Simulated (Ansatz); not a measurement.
# Lattice dynamics of LuSb (Fm-3m), part 2 of 2

Task: relax LuSb (Fm-3m), then find its harmonic phonons.

Ansatz 0.2.0; DFT PBEsol, scalar-relativistic, plane waves, PAW; PAW set soft_1.

So far. Step 3 (Relaxing to small forces for the phonons): The forces vanish by symmetry and the pressure is 0.000 GPa, within the tolerances set. The cell now holds 26.96 Å³/atom. The relaxed cell has a = 5.997 Å (conventional setting).

**4. Linear response at the zone centre**

The zone centre comes first: it holds the modes that light can see, as far as symmetry allows. No field response is asked, since the mesh shows no gap.

The input, input.yaml:

```yaml
crystal:
  lattice:
    - [0.0, 2.9984785113, 2.9984785113]
    - [2.9984785113, 0.0, 2.9984785113]
    - [2.9984785113, 2.9984785113, 0.0]
  atoms:
    - { symbol: Lu, position: [0.0, 0.0, 0.0] }
    - { symbol: Sb, position: [0.5, 0.5, 0.5] }
kpoints:
  mp_grid: { grid: [12, 12, 12] }
hamiltonian:
  xc: pbesol
  pseudopotentials: { kind: paw, azcp: { folder: soft_1 }, xc_functional: pbe }
scf:
  occupations: { method: methfessel_paxton, width: 0.2 }
output:
  eigenvalues: true
phonons:
  method: dfpt
```

Started as:

```
$ ansatz run input.yaml --threads 4 --pin off --max-ram 10240MiB --backend cpu --events-out ev --progress --plain --runs-dir out
```

Numbers of over 12 decimals in the logs are rounded to 6 here.

Output:

```text
[...]
Crystal: 2 atoms, lattice volume = 53.918 Å³
Basis set: ecut = 420 eV, 1067 PW (Γ), exchange–correlation on 60×60×60 points (8 copies of the dense FFT grid, shifted against one another)
Bands: 24, of which v1, the nominal top of the filled ones, is band 20 counted from 1 (19 counted from 0)
Symmetry: 48 space group operations
k-points: 163 of 1728 (irreducible under 8 space group operations, time reversal used)
[...]
SCF iter   1: F=—  HF=-21022.850254 eV  |F-HF|=—  |Δ(HF+E_count)|=         —  Δρ=4.91e-2  dr2=1.61e0  ethr=3.10e-3  ⟨swp⟩=5.3  Hψ=18669  notcnv=0
[...]
SCF iter  10: F=-21022.320087 eV  HF=-21022.320087 eV  |F-HF|=3.64e-12  |Δ(HF+E_count)|=  1.82e-11  S|Δr|=    0.00e0  Δρ=1.07e-7  dr2=6.60e-12  ethr=1.00e-12  ⟨swp⟩=11.0  Hψ=33860  notcnv=0
SCF 1 converged in 10 iterations: F = -21022.320087 eV  dr2 = 6.60e-12
[...]
DFPT response loops at Γ: preconditioner auto → Kerker (q_TF=auto, 2.596 Å⁻¹) (partly filled bands, converged f_vac=0.000); β = 1.00, the filter's whole step (`scf.mixing.beta` (0.50) is not read by the response loops under this deck's `scf.mixing.preconditioner`; to damp them name `kerker` or `kerker_dos`, under which they read `scf.mixing.beta`, and type it under 1.00, their step now; both keys bind the ground state too); Broyden in place of MSR1
SCF converged after 10 iterations
[...]
Free energy (F): -21022.320087 eV
[...]
Internal energy: -21022.320335 eV  (E = F + TS)
E sigma→0 (E₀):  -21022.320149 eV
Entropy (-TS):   0.000248 eV (0.124 meV/atom)
Fermi energy:    12.898192 eV
[...]
--- Band table (eV; the first three rows and the last of 163) ---
  k-point 0: bands = [... 16 lower, 7.7691, 13.8757, 13.8757, 13.8757, 14.1306, 14.1306, 14.1306, 14.9295]
  k-point 1: bands = [... 16 lower, 7.7692, 12.8715, 13.2618, 13.2618, 14.3228, 14.3228, 14.5546, 15.5606]
  k-point 2: bands = [... 16 lower, 7.7694, 11.5521, 12.5115, 12.5115, 14.5956, 14.5956, 14.7078, 16.6487]
  k-point 162: bands = [... 16 lower, 7.7758, 10.1218, 10.1218, 10.2024, 15.3871, 15.5418, 15.5418, 17.1062]
--- Phonons (Γ-DFPT): 2 representative perturbations + reference, on 163 of 1728 k-points (Σ response iterations 7) ---
  k mesh reduced under 8 symmetry operations, with k and −k counted as one. Each operation leaves every solved perturbation unchanged. A smaller set is not used because it would not reduce the number of displacements times k-points to solve
  ASR residual: 1.598e-4 → 0.000e0 eV/Å²; symmetrization residual: 1.830e-5 eV/Å²
  ASR residual per site (eV/Å²): 4.98e-5 1.60e-4
  Γ frequencies (cm⁻¹): 0.00 0.00 0.00 146.06 146.06 146.06
  non-analytic LO–TO correction: not included (Born effective charges unavailable; polar crystals: no LO–TO splitting at Γ)
```

Elapsed: 19 s, on 4 threads of Arm Neoverse V1, shared host; peak memory 0.9 GiB; 71 s of CPU time.

This step gave:

* sum-rule residual before enforcement: 1.60e-4 eV/Å²
* point group: m-3m
* highest optical mode at the zone centre (no LO-TO term): 146.1 cm⁻¹
* lowest optical zone-centre mode: 146.1 cm⁻¹

Patterns of degenerate modes are one choice out of their space. Modes at Γ, with each element's share of the kinetic energy:

| mode | frequency (cm⁻¹) | symmetry | Lu % | Sb % |
| --- | --- | --- | --- | --- |
| 1 | 0.0 | acoustic | 59 | 41 |
| 2 | 0.0 | acoustic | 59 | 41 |
| 3 | 0.0 | acoustic | 59 | 41 |
| 4 | 146.1 | T1u | 41 | 59 |
| 5 | 146.1 | T1u | 41 | 59 |
| 6 | 146.1 | T1u | 41 | 59 |

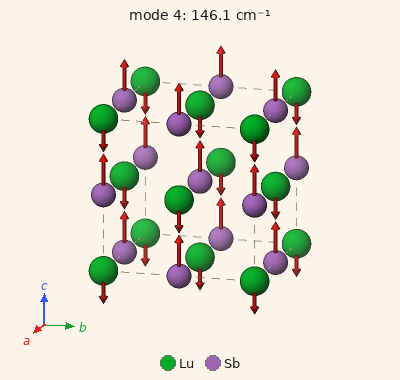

Displacement patterns of mode 4 at Γ; arrows are exaggerated. Some periodic images of atoms are drawn too.

Before it was imposed, the acoustic sum rule was missed by 1.6e-4 eV/Å². Small misses are needed for a sound result but don't prove that mesh and cutoff are converged. The lowest optical mode is real, 146 cm⁻¹.

**5. Response at finite wavevector**

Stability and thermal properties need the whole zone. Linear response on a 4×4×4 q mesh gives force constants as far as a supercell of that size would.

input.yaml: that of step 4 with these lines changed.

```diff
@@ -19 +19,8 @@
   method: dfpt
+  qmesh: [4, 4, 4]
+  temperatures: { t_max: 1000, t_step: 50 }
+  qpath:
+    path:
+      - [[0.0, 0.0, 0.0], [0.5, 0.0, 0.5], [0.625, 0.25, 0.625]]
+      - [[0.375, 0.375, 0.75], [0.0, 0.0, 0.0], [0.5, 0.5, 0.5], [0.5, 0.25, 0.75], [0.5, 0.0, 0.5]]
+    npoints: 10
```

Output:

```text
[...]
Crystal: 2 atoms, lattice volume = 53.918 Å³
Basis set: ecut = 420 eV, 1067 PW (Γ), exchange–correlation on 60×60×60 points (8 copies of the dense FFT grid, shifted against one another)
Bands: 24, of which v1, the nominal top of the filled ones, is band 20 counted from 1 (19 counted from 0)
Symmetry: 48 space group operations
k-points: 72 of 1728
[...]
SCF iter   1: F=—  HF=-21022.850337 eV  |F-HF|=—  |Δ(HF+E_count)|=         —  Δρ=4.91e-2  dr2=1.61e0  ethr=3.10e-3  ⟨swp⟩=5.3  Hψ=8237  notcnv=0
[...]
SCF iter  10: F=-21022.320087 eV  HF=-21022.320087 eV  |F-HF|=7.28e-12  |Δ(HF+E_count)|=  1.09e-11  S|Δr|=    0.00e0  Δρ=1.01e-7  dr2=5.09e-12  ethr=1.00e-12  ⟨swp⟩=8.8  Hψ=15058  notcnv=0
SCF 1 converged in 10 iterations: F = -21022.320087 eV  dr2 = 5.09e-12
[...]
SCF iter   5: F=-21022.320087 eV  HF=-21022.320087 eV  |F-HF|=1.82e-11  |Δ(HF+E_count)|=  1.09e-11  S|Δr|=    0.00e0  Δρ=1.37e-7  dr2=4.65e-12  ethr=1.00e-12  ⟨swp⟩=5.0  Hψ=7706  notcnv=0
SCF 2 converged in 5 iterations: F = -21022.320087 eV  dr2 = 4.65e-12
phonons: the bands overlap, so this run is a metal and interpolates without the dipole-dipole term. If the crystal is really an insulator or semiconductor, its LO-TO splitting is missing
NSCF: frozen V_eff on 72 k-points
[...]
DFPT response loops at q = (0, 0, 0) (fractional): preconditioner auto → Kerker (q_TF=auto, 2.596 Å⁻¹) (partly filled bands, converged f_vac=0.000); β = 1.00, the filter's whole step (`scf.mixing.beta` (0.50) is not read by the response loops under this deck's `scf.mixing.preconditioner`; to damp them name `kerker` or `kerker_dos`, under which they read `scf.mixing.beta`, and type it under 1.00, their step now; both keys bind the ground state too); Broyden in place of MSR1
[...]
SCF converged after 10 iterations
[...]
Free energy (F): -21022.320087 eV
[...]
Internal energy: -21022.320335 eV  (E = F + TS)
E sigma→0 (E₀):  -21022.320149 eV
Entropy (-TS):   0.000248 eV (0.124 meV/atom)
Fermi energy:    12.898193 eV
[...]
--- Band table (eV; the first three rows and the last of 72) ---
  k-point 0: bands = [... 16 lower, 7.7691, 13.8757, 13.8757, 13.8757, 14.1306, 14.1306, 14.1306, 14.9295]
  k-point 1: bands = [... 16 lower, 7.7692, 12.8715, 13.2618, 13.2618, 14.3228, 14.3228, 14.5546, 15.5606]
  k-point 2: bands = [... 16 lower, 7.7694, 11.5521, 12.5115, 12.5115, 14.5956, 14.5956, 14.7078, 16.6487]
  k-point 71: bands = [... 16 lower, 7.7758, 10.1218, 10.1218, 10.2024, 15.3871, 15.5418, 15.5418, 17.1062]
--- Phonons (Γ-DFPT): 2 representative perturbations + reference (Σ response iterations 6) ---
  ASR residual: 1.225e-4 → 0.000e0 eV/Å²; symmetrization residual: 2.635e-5 eV/Å²
  ASR residual per site (eV/Å²): 1.22e-4 5.35e-5
  Γ frequencies (cm⁻¹): 0.00 0.00 0.00 146.07 146.07 146.07
--- Phonons (arbitrary-q DFPT): 8 irreducible q on the 4×4×4 mesh ---
  q = [0.0000, 0.0000, 0.0000] (star 1, of the zone-centre solve; hermiticity 9.35e-6, symmetrization 4.50e-12): -0.00 -0.00 0.00 146.07 146.07 146.07
  q = [0.0000, 0.0000, 0.2500] (star 8, 2 solved perturbations on 936 of 1728 k-point pairs; hermiticity 1.54e-6, symmetrization 2.04e-12): 57.24 57.24 77.07 138.64 138.64 157.82
[...]
q = [0.0000, 0.2500, 0.2500] (star 6, 4 solved perturbations in 1608 linear systems a pass and spin channel, the states on 510 of 1728 k-point pairs; hermiticity 5.20e-6, symmetrization 1.30e-12): 36.84 36.84 98.63 135.68 148.79 148.79
[...]
sum rule: each row above includes the acoustic sum rule's correction from the zone centre's row sums; it moved no ω² by more than (0.44 cm⁻¹)²
  mesh force constants: q→R imaginary residual 5.25e-18; ASR residual 1.225e-4 → 0.000e0 eV/Å²; symmetrization residual 7.994e-15 eV/Å²
  interpolated dispersion: 62 rows × 6 modes
  density of states and harmonic sums: on the 20×20×20 q-mesh, interpolated from the force constants of a 4×4×4 supercell (no non-analytic term)
  largest difference from the sums on the solved wave vectors: F 1.37e-2 eV, S 1.77e-5 and C_V 4.01e-6 eV/K
  zero-point energy: 0.040468 eV/cell   skipped modes (ω ≤ 0): 3   left out of the sums: 6.25e-5 of the cell's modes: C_V's classical limit lies that fraction below 3 k_B per atom; for a crystal, a wire or a layer, F and S can be off by more, and a phonons.interpolated_qmesh denser along its periods is the remedy for the sampling
```

Elapsed: 9.7 min, on 4 threads; peak memory 5.2 GiB.

Numbers from this step:

- sum-rule residual before enforcement: 1.22e-4 eV/Å²
- lowest frequency on the path: 0 cm⁻¹
- highest frequency on the path or at a solved wavevector: 158.5 cm⁻¹
- mean frequency: 108.8 cm⁻¹
- Debye temperature (second moment): 215 K
- logarithmic mean frequency: 100.3 cm⁻¹
- lowest mode on the q mesh (acoustic modes at Γ apart): 36.84 cm⁻¹
- zero-point energy per atom: 20.23 meV
- heat capacity at 300 K: 24.32 J/(mol atoms K)
- vibrational entropy at 300 K: 43.52 J/(mol atoms K)

Frequencies (cm⁻¹) solved at each irreducible wavevector; negative means imaginary. Frequencies by wavevector, by row:

| q in reciprocal lattice units | star | mode 1 | mode 2 | mode 3 | mode 4 | mode 5 | mode 6 |
| --- | --- | --- | --- | --- | --- | --- | --- |
| 0 0 0 | 1 | 0 | 0 | 0 | 146.1 | 146.1 | 146.1 |
| 0 0 0.25 | 8 | 57.2 | 57.2 | 77.1 | 138.6 | 138.6 | 157.8 |
| 0 0 -0.5 | 4 | 89.4 | 89.4 | 124.5 | 124.5 | 128.5 | 144.1 |
| 0 0.25 0.25 | 6 | 36.8 | 36.8 | 98.6 | 135.7 | 148.8 | 148.8 |
| 0 0.25 -0.5 | 24 | 70 | 74.5 | 86.5 | 137.9 | 146.6 | 152.6 |
| 0 0.25 -0.25 | 12 | 47.9 | 89 | 114.3 | 126.7 | 140.4 | 153.8 |
| 0 -0.5 -0.5 | 3 | 49.4 | 49.4 | 52.6 | 143.5 | 143.5 | 158.5 |
| 0.25 -0.5 -0.25 | 6 | 53.5 | 53.5 | 104.9 | 135.1 | 155.2 | 155.2 |

Interpolated from a 4×4×4 q mesh. The phonon branches at the labelled points (cm⁻¹):

| point | branch 1 | branch 2 | branch 3 | branch 4 | branch 5 | branch 6 |
| --- | --- | --- | --- | --- | --- | --- |
| Γ | 0 | 0 | 0 | 146 | 146 | 146 |
| X | 49 | 49 | 53 | 144 | 144 | 158 |
| U | 53 | 73 | 84 | 137 | 151 | 157 |
| jump to K | 53 | 73 | 84 | 137 | 151 | 157 |
| Γ | 0 | 0 | 0 | 146 | 146 | 146 |
| L | 89 | 89 | 124 | 124 | 128 | 144 |
| W | 54 | 54 | 105 | 135 | 155 | 155 |
| X | 49 | 49 | 53 | 144 | 144 | 158 |

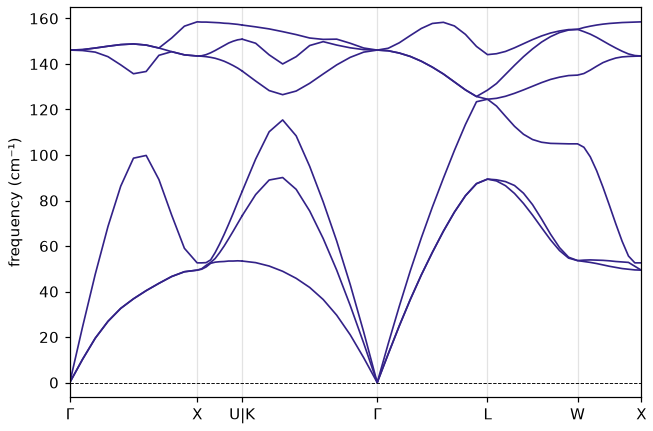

Phonon branches along the path.

The phonon density of states has structure finer than the step of the table below, so its rows give means over 10 cm⁻¹, whole bins alone (the curve runs from 1 to 159 cm⁻¹). Peaks (cm⁻¹: height): 55.0: 0.0693, 101.0: 0.0426, 153.0: 0.199.

Tetrahedra on a 20×20×20 mesh, mean over bins of 2 cm-1. Interpolated from a 4×4×4 q mesh. Table of phonon density of states by wavenumber; means over each step:

| wavenumber (cm⁻¹) | phonon density of states (1/cm⁻¹/cell) |
| --- | --- |
| 10 | 3.5e-4 |
| 20 | 0.00179 |
| 30 | 0.00551 |
| 40 | 0.0158 |
| 50 | 0.0471 |
| 60 | 0.0491 |
| 70 | 0.0409 |
| 80 | 0.0437 |
| 90 | 0.0344 |
| 100 | 0.0351 |
| 110 | 0.0231 |
| 120 | 0.00353 |
| 130 | 0.0584 |
| 140 | 0.0849 |
| 150 | 0.133 |

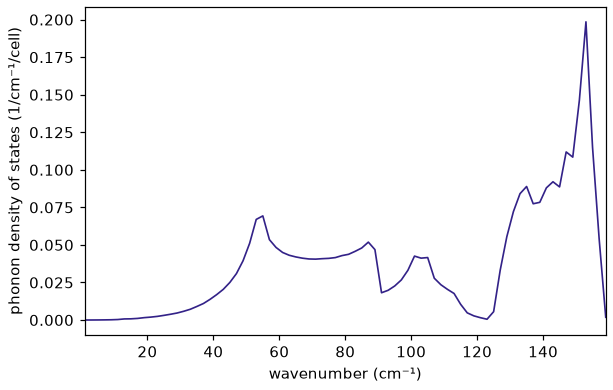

Phonon density of states against wavenumber.

The partial phonon density of states has structure finer than the step of the table below, so its rows give means over 10 cm⁻¹, whole bins alone (the curve runs from -10 to 173 cm⁻¹). Peaks (cm⁻¹: height): Lu 54.5: 0.0418, 86.7: 0.0432, 104.0: 0.0373, 152.4: 0.0473; Sb 53.3: 0.0208, 152.4: 0.105.

Phonopy on the run's constants, 17x17x17 mesh, Gaussian sigma 2.0 cm-1. Interpolated from a 4×4×4 q mesh. Partial phonon density of states against wavenumber; means over each step; values in 1/cm⁻¹/cell:

| wavenumber (cm⁻¹) | Lu | Sb |
| --- | --- | --- |
| 0 | 3.4e-5 | 2.6e-5 |
| 10 | 2.7e-4 | 1.8e-4 |
| 20 | 0.00117 | 7.8e-4 |
| 30 | 0.00347 | 0.00220 |
| 40 | 0.0106 | 0.00616 |
| 50 | 0.0308 | 0.0159 |
| 60 | 0.0326 | 0.0150 |
| 70 | 0.0298 | 0.0111 |
| 80 | 0.0350 | 0.00863 |
| 90 | 0.0303 | 0.00513 |
| 100 | 0.0284 | 0.00533 |
| 110 | 0.0187 | 0.00433 |
| 120 | 0.00282 | 0.00328 |
| 130 | 0.00724 | 0.0496 |
| 140 | 0.0205 | 0.0650 |
| 150 | 0.0389 | 0.0874 |
| 160 | 0.00932 | 0.0198 |

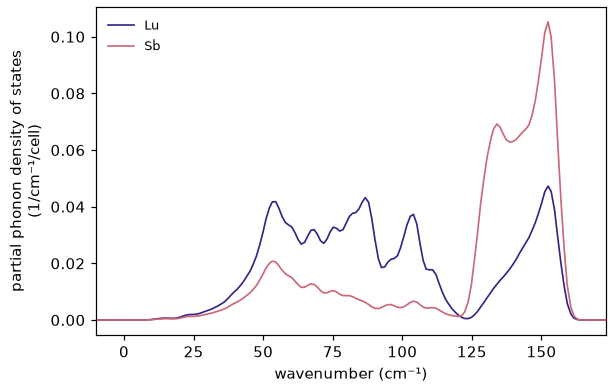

Partial phonon density of states against wavenumber.

Second derivatives of the energy by pair, one row for each kind of neighbour of each atom listed. Each entry sums the pair over the periodic images of the supercell that the q mesh stands for, and in a polar crystal it holds the long-range dipole part too. Force constants by pair, by row:

| atom | neighbour | distance (Å) | third of the trace (eV/Å²) | along the pair's line (eV/Å²) |
| --- | --- | --- | --- | --- |
| Lu1 | itself | 0 | 6.475 | – |
| Lu1 | Sb | 2.998 | -0.9866 | -2.672 |
| Lu1 | Lu | 4.24 | -0.0335 | -0.4658 |
| Lu1 | Sb | 5.194 | -0.0461 | -0.0487 |
| Lu1 | Lu | 5.997 | -0.0904 | -0.201 |
| Lu1 | Sb | 6.705 | 0.0323 | 0.1054 |
| Lu1 | Lu | 7.345 | 0.0099 | 0.0261 |
| Sb2 | itself | 0 | 7.464 | – |
| Sb2 | Lu | 2.998 | -0.9866 | -2.672 |
| Sb2 | Sb | 4.24 | -0.0922 | -0.3595 |
| Sb2 | Lu | 5.194 | -0.0461 | -0.0487 |
| Sb2 | Sb | 5.997 | -0.0895 | -0.2324 |
| Sb2 | Lu | 6.705 | 0.0323 | 0.1054 |
| Sb2 | Sb | 7.345 | 0.0076 | 0.0137 |

Harmonic thermodynamic functions per atom, from the density of states. Interpolated from a 4×4×4 q mesh. Thermodynamic functions, by row:

| T (K) | F_vib (meV/atom) | S (J/mol-atom/K) | C_V (J/mol-atom/K) |
| --- | --- | --- | --- |
| 0 | 20.23 | 0 | 0 |
| 50 | 19.06 | 6.999 | 12.18 |
| 100 | 12.37 | 18.43 | 20.12 |
| 200 | -15.41 | 33.79 | 23.57 |
| 300 | -55.78 | 43.52 | 24.32 |
| 400 | -104.7 | 50.55 | 24.59 |
| 500 | -160.1 | 56.06 | 24.71 |
| 600 | -220.6 | 60.57 | 24.78 |
| 700 | -285.4 | 64.39 | 24.82 |
| 800 | -353.9 | 67.71 | 24.85 |
| 900 | -425.6 | 70.64 | 24.87 |
| 1000 | -500.2 | 73.26 | 24.88 |

Harmonic mean-square displacement, third of the trace. Interpolated from a 4×4×4 q mesh. Mean square displacements, by row:

| T (K) | Lu1 U_eq (Å²) | Sb2 U_eq (Å²) |
| --- | --- | --- |
| 0 | 0.00122 | 0.00131 |
| 100 | 0.00286 | 0.00261 |
| 300 | 0.00799 | 0.00699 |
| 600 | 0.01586 | 0.01382 |

Symmetry leaves 8 wavevectors to solve. The lowest mode among them, the acoustic zeros apart, lies at q = (0, 0.25, 0.25) and is real, 36.8 cm⁻¹.

**6. Another isotope**

An isotope changes the mass and not the force constants, so no new electronic calculation is needed; the shifts show which modes move this element.

The same force constants with the mass of Sb changed from 121.760 to 122.904 u (phonopy, no LO-TO term). Both lists are sorted by frequency; levels can cross, so a row need not hold one and the same mode. Modes under 3 cm⁻¹ are left out. Isotope shifts, by row:

| q | rank | natural mass (cm⁻¹) | changed mass (cm⁻¹) |
| --- | --- | --- | --- |
| 0 0 0 | 4 | 146.1 | 145.7 |
| 0 0 0 | 5 | 146.1 | 145.7 |
| 0 0 0 | 6 | 146.1 | 145.7 |
| 0 0 0.25 | 1 | 57.24 | 57.16 |
| 0 0 0.25 | 2 | 57.24 | 57.16 |
| 0 0 0.25 | 3 | 77.07 | 76.95 |
| 0 0 0.25 | 4 | 138.6 | 138.2 |
| 0 0 0.25 | 5 | 138.6 | 138.2 |
| 0 0 0.25 | 6 | 157.8 | 157.3 |
| 0 0 -0.5 | 1 | 89.37 | 89.37 |
| 0 0 -0.5 | 2 | 89.37 | 89.37 |
| 0 0 -0.5 | 3 | 124.5 | 124 |
| 0 0 -0.5 | 4 | 124.5 | 124 |
| 0 0 -0.5 | 5 | 128.5 | 128.5 |
| 0 0 -0.5 | 6 | 144.1 | 143.4 |
| 0 0.25 0.25 | 1 | 36.84 | 36.78 |
| 0 0.25 0.25 | 2 | 36.84 | 36.78 |
| 0 0.25 0.25 | 3 | 98.63 | 98.6 |
| 0 0.25 0.25 | 4 | 135.7 | 135.1 |
| 0 0.25 0.25 | 5 | 148.8 | 148.4 |
| 0 0.25 0.25 | 6 | 148.8 | 148.4 |

A mode of this element alone would shift by -0.47 %. The highest zone-centre frequency without the field goes from 146.1 to 145.7 cm⁻¹ (-0.3 %). The product of the frequency ratios over all optical modes at Γ is 0.992; the product rule, (m/m′)^(3k/2) (M′/M)^(3/2) with k = 1 such atoms and M the mass of the cell, gives 0.992.

**7. Summary of results**

```json
{
 "space group after relaxation (within 0.01 Å)": "Fm-3m",
 "volume per atom": "27.0 Å³",
 "electronic character": "no gap on this mesh",
 "highest optical mode at the zone centre (no LO-TO term)": "146 cm⁻¹",
 "lowest optical zone-centre mode": "146 cm⁻¹",
 "lowest mode on the q mesh (acoustic modes at Γ apart)": "36.8 cm⁻¹",
 "highest frequency on the path or at a solved wavevector": "158 cm⁻¹",
 "zero-point energy per atom": "20.2 meV",
 "heat capacity at 300 K": "24.3 J/(mol atoms K)",
 "vibrational entropy at 300 K": "43.5 J/(mol atoms K)",
 "Debye temperature (second moment)": "215 K",
 "imaginary modes on the 4×4×4 q mesh": "none"
}
```

In words: The structure is a minimum as far as tested: no mode is imaginary at the 8 irreducible wavevectors of the 4×4×4 mesh, and the softest away from the acoustic zeros lies at 37 cm⁻¹. The optical modes at Γ form one degenerate level at 146 cm⁻¹. With no gap, or one that is small against the smearing, the frequencies hang on the k mesh and the smearing, most of all near Kohn anomalies. Spin-orbit coupling is left out, which can matter for the heavy elements here. The PAW files were made for PBE and serve the other functionals too. These are harmonic frequencies at zero temperature: anharmonic shifts, linewidths and thermal expansion are left out.

[Logs are printed without paths, hosts, clocks, repeated set-up lines and the standing remarks that a program may print on its own settings, such as how far it seeks lower states.]

[Hosts, paths, dates, database ids (printed as entryN), source tags and the programs' standing remarks are cut or masked in the printed files.]
